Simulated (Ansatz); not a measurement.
# ZrH2 (triplet): B2PLYP, RPA-PBE over vertical spin and charge gaps, def2-TZVP

How well do these functionals follow the top wave-function level for ZrH2 (triplet) over vertical spin and charge gaps?

Program: Ansatz 0.2.0, Gaussian basis. Level of theory: def2-TZVP, all electrons in the functionals, frozen cores in the correlation of double hybrids and RPA. These are calculated values, not measurements.

To be run: B2PLYP, RPA-PBE, at charge 0, triplet; charge 0, singlet; charge 0, quintet; charge 1, doublet; charge 1, quartet.

16 further runs of the same task are left out: 10 for a known fault of the program, 2 that didn't finish, 4 set aside as unsound or not needed.

**1. The geometry**

The geometry is a PBE0/def2-TZVP stationary point (not a proven minimum). No spin-orbit coupling is included. Elements past krypton take def2 core potentials.

3 atoms, charge 0, spin multiplicity 3.

Atoms are counted from 1 here; the program's logs count them from 0.

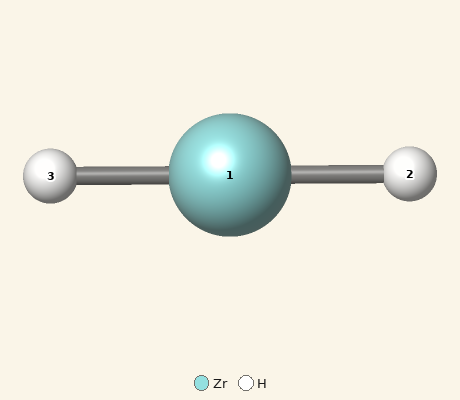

The geometry (zirconium light teal, hydrogen white); atoms are numbered from 1 in the order of the file.

No dispersion term is added.

The geometry shown and the zero of energy belong to the point charge 0, triplet. The yardstick, FCI, and other wave-function levels (R restricted, U unrestricted, valence and pair active spaces) come from earlier runs.

**2. B2PLYP, charge 0, triplet**

in.yaml

```yaml
crystal:
  periodic: [false, false, false]
  atoms:
    - {symbol: Zr, position_ang: [0.000000, 0.000000, 0.000000]}
    - {symbol: H, position_ang: [0.000000, 0.000000, -1.963300]}
    - {symbol: H, position_ang: [0.000000, 0.000000, 1.963300]}
basis:
  gaussian: {orbitals: def2-TZVP}
magnetization: {spin_polarized: true, initial_magnetization: 2}
hamiltonian: {xc: {name: B2PLYP}}
correlation: {electrons: outside_noble_gas}
```

Command:

```console
ansatz run in.yaml --threads 1 --pin off --events-out ev --progress --plain --max-ram 2816MiB --backend cpu
```

Output:

```text
Functional definition: B2PLYP
  name "B2PLYP"
  cite "Grimme, J. Chem. Phys. 124, 034108 (2006) doi:10.1063/1.2148954"
  cite "Becke, Phys. Rev. A 38, 3098 (1988) doi:10.1103/PhysRevA.38.3098"
  cite "Lee, Yang & Parr, Phys. Rev. B 37, 785 (1988) doi:10.1103/PhysRevB.37.785"
  parameter a = 0.53
  parameter c = 0.27
  exchange = (1 - a)*b88_x + a*exact_x
  correlation = (1 - c)*lyp_c + c*(mp2_os + mp2_ss)
466 factors; integrals over basis functions are off by at most 1.4e-3 eV
mean field evaluation 1: about -1301.6929 eV, gradient 1.1e1 eV
mean field evaluation 2: about -1301.6950 eV, gradient 1.1e1 eV
mean field evaluation 4: about -1302.7302 eV, gradient 1.0e0 eV
mean field evaluation 8: about -1302.9487 eV, gradient 5.7e-1 eV
mean field evaluation 16: about -1303.0205 eV, gradient 3.5e-1 eV
mean field evaluation 32: about -1301.6929 eV, gradient 1.1e1 eV
mean field evaluation 64: about -1303.6148 eV, gradient 5.8e-1 eV
mean field -1303.62217913 eV, -47.9072314562 hartree, gradient 9.9e-7 eV, S^2 2.003617; 9 other end points of the search recorded, 0 dependent functions left out
4 core orbitals not correlated: weight in the atoms' cores, before any rotation towards them, 0.999 or more for the frozen orbitals, at most 0.000 for the correlated occupied ones
reference -1303.62231793 eV, -47.9072365571 hartree; 4, 2 occupied and 44, 46 virtual orbitals, 466 factors
second order -2.11583185 eV of doubles, -0.00000000 eV of singles
Total energy: -1304.19359253 eV, -47.9282305115 hartree
```

Run time: 6 s. Hardware: 1 thread of AMD EPYC 7R13, shared host.

From the report: ⟨S²⟩ of the determinant 2.004 (pure triplet: 2.00).

**3. B2PLYP, charge 0, singlet**

Edit in.yaml of step 2 so:

```diff
@@ -8,3 +8,3 @@
   gaussian: {orbitals: def2-TZVP}
-magnetization: {spin_polarized: true, initial_magnetization: 2}
+magnetization: {spin_polarized: true, initial_magnetization: 0}
 hamiltonian: {xc: {name: B2PLYP}}
```

Launched as before.

Output (excerpt; [...] marks lines left out):

```text
Functional definition: B2PLYP
  name "B2PLYP"
  cite "Grimme, J. Chem. Phys. 124, 034108 (2006) doi:10.1063/1.2148954"
  cite "Becke, Phys. Rev. A 38, 3098 (1988) doi:10.1103/PhysRevA.38.3098"
  cite "Lee, Yang & Parr, Phys. Rev. B 37, 785 (1988) doi:10.1103/PhysRevB.37.785"
[...]
466 factors; integrals over basis functions are off by at most 1.4e-3 eV
[...]
mean field -1303.40807399 eV, -47.8993632374 hartree, gradient 1.7e-6 eV, S^2 0.990964; 11 other end points of the search recorded, 0 dependent functions left out
4 core orbitals not correlated: weight in the atoms' cores, before any rotation towards them, 0.999 or more for the frozen orbitals, at most 0.000 for the correlated occupied ones
reference -1303.40821243 eV, -47.8993683249 hartree; 3, 3 occupied and 45, 45 virtual orbitals, 466 factors
second order -2.24113717 eV of doubles, -0.00000000 eV of singles
Total energy: -1304.01331946 eV, -47.9216055983 hartree
```

Wall time 7 s (1 thread of AMD EPYC 7R13, shared host).

From the report: ⟨S²⟩ of the determinant 0.991 (pure singlet: 0.00). The determinant is far from a pure spin state, so its energy mixes those of several spin states (harmless only where they are near-degenerate, as at dissociation).

From charge 0, triplet: +17.4 kJ/mol.

**4. B2PLYP, charge 0, quintet**

Edit in.yaml of step 3 so:

```diff
@@ -8,3 +8,3 @@
   gaussian: {orbitals: def2-TZVP}
-magnetization: {spin_polarized: true, initial_magnetization: 0}
+magnetization: {spin_polarized: true, initial_magnetization: 4}
 hamiltonian: {xc: {name: B2PLYP}}
```

Same command.

Output (excerpt; [...] marks lines left out):

```text
Functional definition: B2PLYP
  name "B2PLYP"
  cite "Grimme, J. Chem. Phys. 124, 034108 (2006) doi:10.1063/1.2148954"
  cite "Becke, Phys. Rev. A 38, 3098 (1988) doi:10.1103/PhysRevA.38.3098"
  cite "Lee, Yang & Parr, Phys. Rev. B 37, 785 (1988) doi:10.1103/PhysRevB.37.785"
[...]
466 factors; integrals over basis functions are off by at most 1.4e-3 eV
[...]
mean field -1301.17992138 eV, -47.8174801394 hartree, gradient 2.0e-6 eV, S^2 6.020542; 8 other end points of the search recorded, 0 dependent functions left out
4 core orbitals not correlated: weight in the atoms' cores, before any rotation towards them, 0.998 or more for the frozen orbitals, at most 0.001 for the correlated occupied ones
reference -1301.18005861 eV, -47.8174851824 hartree; 5, 1 occupied and 43, 47 virtual orbitals, 466 factors
second order -2.29787727 eV of doubles, -0.00000000 eV of singles
Total energy: -1301.80048547 eV, -47.8402854490 hartree
```

Wall time 6 s (1 thread of AMD EPYC 7R13, shared host).

From the report: ⟨S²⟩ of the determinant 6.021 (pure quintet: 6.00).

From charge 0, triplet: +230.9 kJ/mol.

**5. B2PLYP, charge 1, doublet**

Edit in.yaml of step 4 so:

```diff
@@ -8,3 +8,4 @@
   gaussian: {orbitals: def2-TZVP}
-magnetization: {spin_polarized: true, initial_magnetization: 4}
+total_charge: 1
+magnetization: {spin_polarized: true, initial_magnetization: 1}
 hamiltonian: {xc: {name: B2PLYP}}
```

The command is unchanged.

Output (excerpt; [...] marks lines left out):

```text
Functional definition: B2PLYP
  name "B2PLYP"
  cite "Grimme, J. Chem. Phys. 124, 034108 (2006) doi:10.1063/1.2148954"
  cite "Becke, Phys. Rev. A 38, 3098 (1988) doi:10.1103/PhysRevA.38.3098"
  cite "Lee, Yang & Parr, Phys. Rev. B 37, 785 (1988) doi:10.1103/PhysRevB.37.785"
[...]
466 factors; integrals over basis functions are off by at most 1.4e-3 eV
[...]
mean field -1295.93323399 eV, -47.6246679342 hartree, gradient 6.1e-7 eV, S^2 0.752245; 8 other end points of the search recorded, 0 dependent functions left out
4 core orbitals not correlated: weight in the atoms' cores, before any rotation towards them, 1.000 or more for the frozen orbitals, at most 0.000 for the correlated occupied ones
reference -1295.93336851 eV, -47.6246728775 hartree; 3, 2 occupied and 45, 46 virtual orbitals, 466 factors
second order -1.84804797 eV of doubles, -0.00000000 eV of singles
Total energy: -1296.43234146 eV, -47.6430097952 hartree
```

It took 4.1 s on 1 thread of AMD EPYC 7R13, shared host.

From the report: ⟨S²⟩ of the determinant 0.752 (pure doublet: 0.75).

From charge 0, triplet: +748.8 kJ/mol.

**6. B2PLYP, charge 1, quartet**

Edit in.yaml of step 5 so:

```diff
@@ -9,3 +9,3 @@
 total_charge: 1
-magnetization: {spin_polarized: true, initial_magnetization: 1}
+magnetization: {spin_polarized: true, initial_magnetization: 3}
 hamiltonian: {xc: {name: B2PLYP}}
```

Launched as before.

Output (excerpt; [...] marks lines left out):

```text
Functional definition: B2PLYP
  name "B2PLYP"
  cite "Grimme, J. Chem. Phys. 124, 034108 (2006) doi:10.1063/1.2148954"
  cite "Becke, Phys. Rev. A 38, 3098 (1988) doi:10.1103/PhysRevA.38.3098"
  cite "Lee, Yang & Parr, Phys. Rev. B 37, 785 (1988) doi:10.1103/PhysRevB.37.785"
[...]
466 factors; integrals over basis functions are off by at most 1.4e-3 eV
[...]
mean field -1295.03490233 eV, -47.5916548543 hartree, gradient 1.0e-7 eV, S^2 3.778439; 9 other end points of the search recorded, 0 dependent functions left out
4 core orbitals not correlated: weight in the atoms' cores, before any rotation towards them, 0.999 or more for the frozen orbitals, at most 0.001 for the correlated occupied ones
reference -1295.03503378 eV, -47.5916596851 hartree; 4, 1 occupied and 44, 47 virtual orbitals, 466 factors
second order -1.74282197 eV of doubles, -0.00000000 eV of singles
Total energy: -1295.50559571 eV, -47.6089525171 hartree
```

Wall time 25 s (1 thread of AMD EPYC 7R13, shared host).

From the report: ⟨S²⟩ of the determinant 3.778 (pure quartet: 3.75).

From charge 0, triplet: +838.3 kJ/mol.

**7. RPA-PBE, charge 0, triplet**

in.yaml

```yaml
crystal:
  periodic: [false, false, false]
  atoms:
    - {symbol: Zr, position_ang: [0.000000, 0.000000, 0.000000]}
    - {symbol: H, position_ang: [0.000000, 0.000000, -1.963300]}
    - {symbol: H, position_ang: [0.000000, 0.000000, 1.963300]}
basis:
  gaussian: {orbitals: def2-TZVP}
magnetization: {spin_polarized: true, initial_magnetization: 2}
hamiltonian: {xc: {name: PBE}}
correlation: {method: rpa, electrons: outside_noble_gas}
```

Same command.

Output (excerpt; [...] marks lines left out):

```text
Functional definition: PBE
  name "PBE"
  cite "Perdew, Burke & Ernzerhof, Phys. Rev. Lett. 77, 3865 (1996) doi:10.1103/PhysRevLett.77.3865"
  parent pbe
[...]
466 factors; integrals over basis functions are off by at most 1.4e-3 eV
[...]
mean field -1308.49653373 eV, -48.0863606839 hartree, gradient 3.9e-6 eV, S^2 2.002006; 12 other end points of the search recorded, 0 dependent functions left out
4 core orbitals not correlated: weight in the atoms' cores, before any rotation towards them, 1.000 or more for the frozen orbitals, at most 0.000 for the correlated occupied ones
reference -1294.82719714 eV, -47.5840218296 hartree; 4, 2 occupied and 44, 46 virtual orbitals, 466 factors
Total energy: -1299.47877257 eV, -47.7549640735 hartree
```

Run time: 20 s. Hardware: 1 thread of AMD EPYC 7R13, shared host.

From the report: ⟨S²⟩ of the determinant 2.002 (pure triplet: 2.00).

**8. RPA-PBE, charge 0, singlet**

Edit in.yaml of step 7 so:

```diff
@@ -8,3 +8,3 @@
   gaussian: {orbitals: def2-TZVP}
-magnetization: {spin_polarized: true, initial_magnetization: 2}
+magnetization: {spin_polarized: true, initial_magnetization: 0}
 hamiltonian: {xc: {name: PBE}}
```

Same command.

Output (excerpt; [...] marks lines left out):

```text
Functional definition: PBE
  name "PBE"
  cite "Perdew, Burke & Ernzerhof, Phys. Rev. Lett. 77, 3865 (1996) doi:10.1103/PhysRevLett.77.3865"
  parent pbe
[...]
466 factors; integrals over basis functions are off by at most 1.4e-3 eV
[...]
mean field -1308.34837134 eV, -48.0809158164 hartree, gradient 1.0e-6 eV, S^2 0.980267; 6 other end points of the search recorded, 0 dependent functions left out
4 core orbitals not correlated: weight in the atoms' cores, before any rotation towards them, 1.000 or more for the frozen orbitals, at most 0.000 for the correlated occupied ones
reference -1294.47312904 eV, -47.5710100669 hartree; 3, 3 occupied and 45, 45 virtual orbitals, 466 factors
Total energy: -1299.25163122 eV, -47.7466167828 hartree
```

Wall time 15 s (1 thread of AMD EPYC 7R13, shared host).

From the report: ⟨S²⟩ of the determinant 0.980 (pure singlet: 0.00). The determinant is far from a pure spin state, so its energy mixes those of several spin states (harmless only where they are near-degenerate, as at dissociation).

From charge 0, triplet: +21.9 kJ/mol.

**9. RPA-PBE, charge 0, quintet**

Edit in.yaml of step 8 so:

```diff
@@ -8,3 +8,3 @@
   gaussian: {orbitals: def2-TZVP}
-magnetization: {spin_polarized: true, initial_magnetization: 0}
+magnetization: {spin_polarized: true, initial_magnetization: 4}
 hamiltonian: {xc: {name: PBE}}
```

Same command.

Output (excerpt; [...] marks lines left out):

```text
Functional definition: PBE
  name "PBE"
  cite "Perdew, Burke & Ernzerhof, Phys. Rev. Lett. 77, 3865 (1996) doi:10.1103/PhysRevLett.77.3865"
  parent pbe
[...]
466 factors; integrals over basis functions are off by at most 1.4e-3 eV
[...]
mean field -1306.81396703 eV, -48.0245274979 hartree, gradient 5.6e-6 eV, S^2 6.002625; 16 other end points of the search recorded, 0 dependent functions left out
4 core orbitals not correlated: weight in the atoms' cores, before any rotation towards them, 0.999 or more for the frozen orbitals, at most 0.001 for the correlated occupied ones
reference -1291.97953591 eV, -47.4793722095 hartree; 5, 1 occupied and 43, 47 virtual orbitals, 466 factors
Total energy: -1297.34680505 eV, -47.6766157124 hartree
```

Wall time 16 s (1 thread of AMD EPYC 7R13, shared host).

From the report: ⟨S²⟩ of the determinant 6.003 (pure quintet: 6.00).

From charge 0, triplet: +205.7 kJ/mol.

**10. RPA-PBE, charge 1, doublet**

Edit in.yaml of step 9 so:

```diff
@@ -8,3 +8,4 @@
   gaussian: {orbitals: def2-TZVP}
-magnetization: {spin_polarized: true, initial_magnetization: 4}
+total_charge: 1
+magnetization: {spin_polarized: true, initial_magnetization: 1}
 hamiltonian: {xc: {name: PBE}}
```

Same command.

Output (excerpt; [...] marks lines left out):

```text
Functional definition: PBE
  name "PBE"
  cite "Perdew, Burke & Ernzerhof, Phys. Rev. Lett. 77, 3865 (1996) doi:10.1103/PhysRevLett.77.3865"
  parent pbe
[...]
466 factors; integrals over basis functions are off by at most 1.4e-3 eV
[...]
mean field -1300.48754274 eV, -47.7920356935 hartree, gradient 1.6e-10 eV, S^2 0.902948; 18 other end points of the search recorded, 0 dependent functions left out
4 core orbitals not correlated: weight in the atoms' cores, before any rotation towards them, 1.000 or more for the frozen orbitals, at most 0.000 for the correlated occupied ones
reference -1287.35253301 eV, -47.3093329893 hartree; 3, 2 occupied and 45, 46 virtual orbitals, 466 factors
Total energy: -1291.53863448 eV, -47.4631693809 hartree
```

It took 46 s on 1 thread of AMD EPYC 7R13, shared host.

From the report: ⟨S²⟩ of the determinant 0.903 (pure doublet: 0.75).

From charge 0, triplet: +766.1 kJ/mol.

**11. RPA-PBE, charge 1, quartet**

Edit in.yaml of step 10 so:

```diff
@@ -9,3 +9,3 @@
 total_charge: 1
-magnetization: {spin_polarized: true, initial_magnetization: 1}
+magnetization: {spin_polarized: true, initial_magnetization: 3}
 hamiltonian: {xc: {name: PBE}}
```

Same command.

Output (excerpt; [...] marks lines left out):

```text
Functional definition: PBE
  name "PBE"
  cite "Perdew, Burke & Ernzerhof, Phys. Rev. Lett. 77, 3865 (1996) doi:10.1103/PhysRevLett.77.3865"
  parent pbe
[...]
466 factors; integrals over basis functions are off by at most 1.4e-3 eV
[...]
mean field -1300.04766933 eV, -47.7758706440 hartree, gradient 4.1e-6 eV, S^2 3.754508; 24 other end points of the search recorded, 0 dependent functions left out
4 core orbitals not correlated: weight in the atoms' cores, before any rotation towards them, 0.999 or more for the frozen orbitals, at most 0.000 for the correlated occupied ones
reference -1286.36165737 eV, -47.2729189811 hartree; 4, 1 occupied and 44, 47 virtual orbitals, 466 factors
Total energy: -1290.80354017 eV, -47.4361551632 hartree
```

It took 39 s on 1 thread of AMD EPYC 7R13, shared host.

From the report: ⟨S²⟩ of the determinant 3.755 (pure quartet: 3.75).

From charge 0, triplet: +837.0 kJ/mol.

**12. Against the wave-function levels**

The yardstick is full CI for this spin, exact in this basis with these frozen cores. It comes from earlier runs at the same points. Energies in kJ/mol, counted from charge 0, triplet; blanks weren't run or aren't comparable.

```
  level  triplet to singlet  triplet to quintet  ionisation to the doublet cation  ionisation to the quartet cation
    FCI                25.3                                                 726.1                             843.7
 B2PLYP                                   230.9                             748.8                             838.3
RPA-PBE                                   205.7                             766.1                             837.0
```

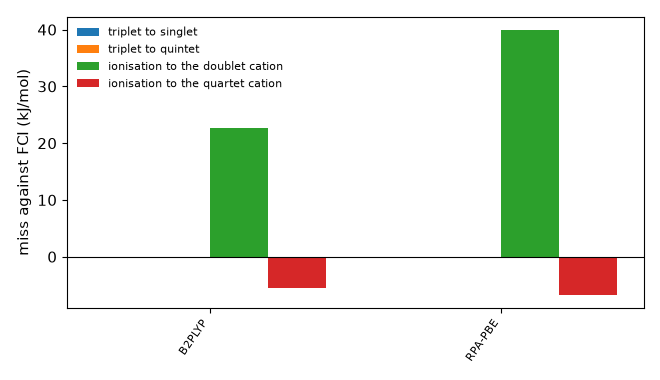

Misses of the gaps against FCI.

Largest miss and mean time a point (FCI took 96 s a point; shared hosts):

```
  level  largest miss (kJ/mol)                             where  time a point
 B2PLYP                  +22.7  ionisation to the doublet cation         9.5 s
RPA-PBE                  +40.0  ionisation to the doublet cation          27 s
```

**13. What came out**

| quantity | value |
| --- | --- |
| triplet to singlet, FCI | 25.3 kJ/mol |
| ionisation to the doublet cation, FCI | 726.1 kJ/mol |
| ionisation to the quartet cation, FCI | 843.7 kJ/mol |
| largest miss, B2PLYP | +22.7 kJ/mol (ionisation to the doublet cation) |
| largest miss, RPA-PBE | +40.0 kJ/mol (ionisation to the doublet cation) |

What this shows: Misses are known at 2 of 4 points at best, and only functionals with that many are ranked. Of the functionals, B2PLYP keep the smallest largest miss at the points compared (at most 22.7 kJ/mol) and RPA-PBE strays most (40.0 kJ/mol, at ionisation to the doublet cation). B2PLYP, RPA-PBE clearly break the spin symmetry at some points (⟨S²⟩ up to 0.99 above the pure value), so energy there is bought with a mixed spin. Functionals and the yardstick converge differently with the basis, so part of each miss in def2-TZVP is the basis.
